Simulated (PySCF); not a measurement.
# CH3AlGa (charge +1): what the fields show

```yaml
atoms:
  - { symbol: C, position_ang: [-0.3742, 1.4949, -0.8718] }
  - { symbol: Al, position_ang: [0.0301, -0.2493, -0.1136] }
  - { symbol: Ga, position_ang: [0.6772, -3.0506, 1.1096] }
  - { symbol: H, position_ang: [-1.4489, 1.5840, -1.1138] }
  - { symbol: H, position_ang: [-0.1191, 2.3047, -0.1641] }
  - { symbol: H, position_ang: [0.1971, 1.6670, -1.8022] }
```

Geometry: B3LYP-D4/def2-SVP.

These are results of Gaussian-basis quantum chemistry of an isolated molecule with PySCF, energy and nuclear gradient, functional PBE0 in PySCF 2.14.0, not measurements.

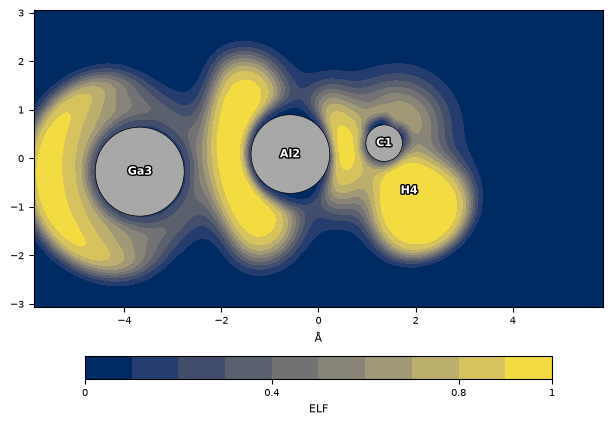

Figure 1. ELF on the plane of atoms Al2, C1 and H4. Grey discs cover the atomic cores.

Describe what can be read from this map.

The plane passes through C, Al, Ga and H nuclei. Al2···Ga3 (3.12 Å): the ELF peaks at about 1 between the atoms. C–Al (1.94 Å): the ELF peaks at about 0.95 between the atoms: a polar covalent bond. C–H (1.11 Å): the ELF climbs to about 1 towards the hydrogen, as it does in any bond to H (a covalent bond by its length). The ELF also peaks beside Al2, away from the bonds: lone-pair regions.

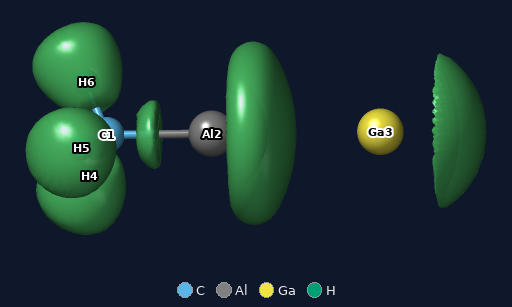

Figure 2. Isosurface of the ELF at 0.85 (green), seen across its widest extent. Only the valence region is drawn (cores and ρ < 0.01 e/Å³ removed).

Describe the localisation domains.

The surface consists of one region between bonded Al–C atoms (shared pairs), three regions around hydrogen nuclei, one lobe on Ga, pointing away from the bonds (lone pairs) and one region wrapped around Al (its valence shell).

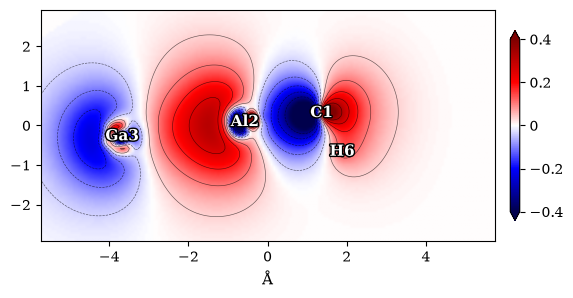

Figure 3. The HOMO on the plane of atoms Al2, C1 and H6 (values in Å⁻³ᐟ²; the overall sign is arbitrary).

Describe this orbital and give its energy.

By Hirshfeld shares it lies mainly on Al2 (about 45 %), Ga3 (about 30 %) and C1 (about 20 %). Its energy is −10.73 eV.

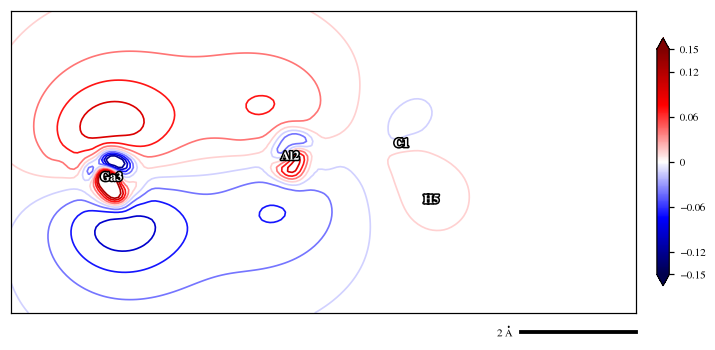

Figure 4. One frontier orbital on the plane of atoms Al2, C1 and H5 (values in Å⁻³ᐟ²; the overall sign is arbitrary).

Which orbital is it: HOMO or LUMO?

The LUMO, at −7.02 eV. It lies mainly on Ga3 (about 65 %) and Al2 (about 30 %).
